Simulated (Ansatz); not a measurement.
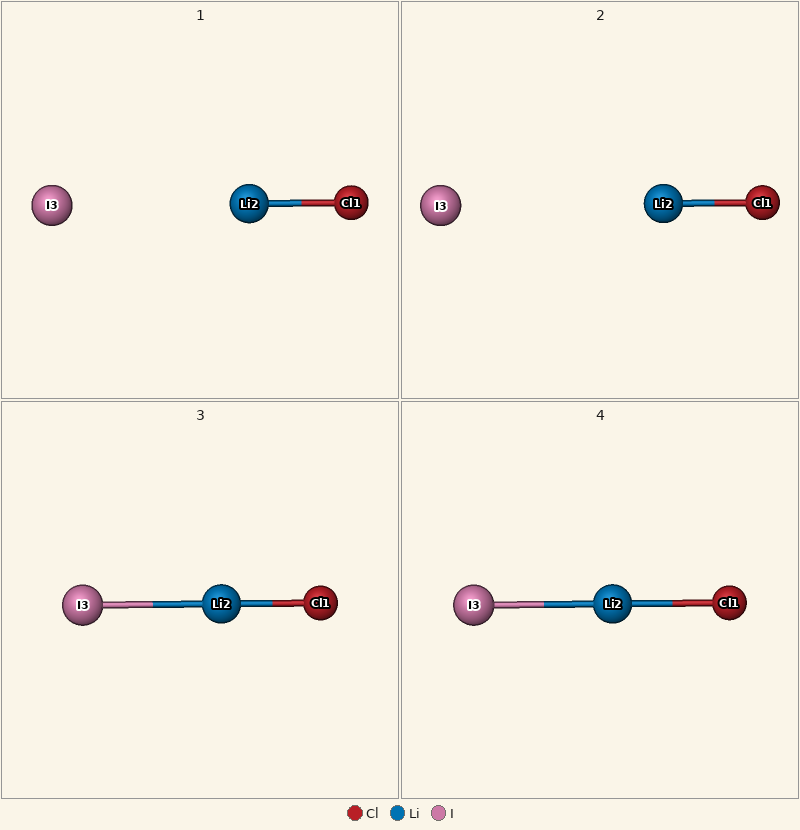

The system Cl⁻ + LiI. Coordinates scanned: (1) distance Cl1–Li2; (2) distance Li2–I3. Nothing is relaxed (the angle Cl1–Li2–I3 is fixed at 180 degrees). The grid has 17 × 17 points. Energies are in kJ/mol, from the lowest grid point. Method: RKS PBE0-D4/def2-TZVPD in Ansatz 0.2.0.

The numbered pictures are structures from this grid.

Rank them by energy, lowest first.

Answer. 4, at distance Cl1–Li2 = 2.170 Å, distance Li2–I3 = 2.577 Å: 0 kJ/mol; 3, at distance Cl1–Li2 = 1.840 Å, distance Li2–I3 = 2.577 Å: 35 kJ/mol; 1, at distance Cl1–Li2 = 1.894 Å, distance Li2–I3 = 3.663 Å: 78 kJ/mol; 2, at distance Cl1–Li2 = 1.840 Å, distance Li2–I3 = 4.136 Å: 113 kJ/mol.

The map, with the structures marked:

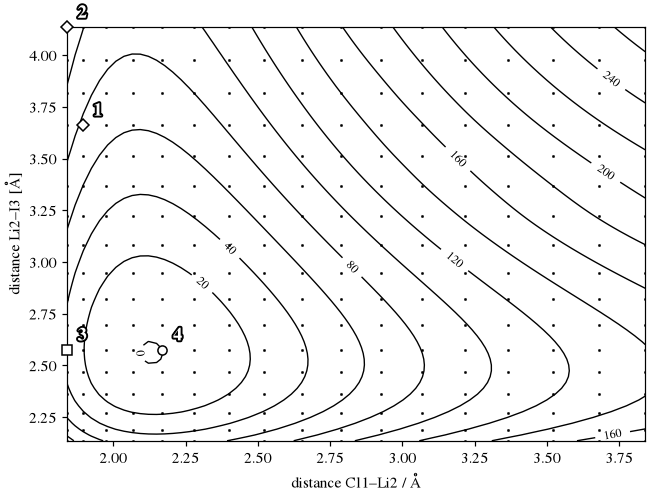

Drawn: contour lines labelled in kJ/mol, dots at the grid points. Between grid points the surface is interpolated.
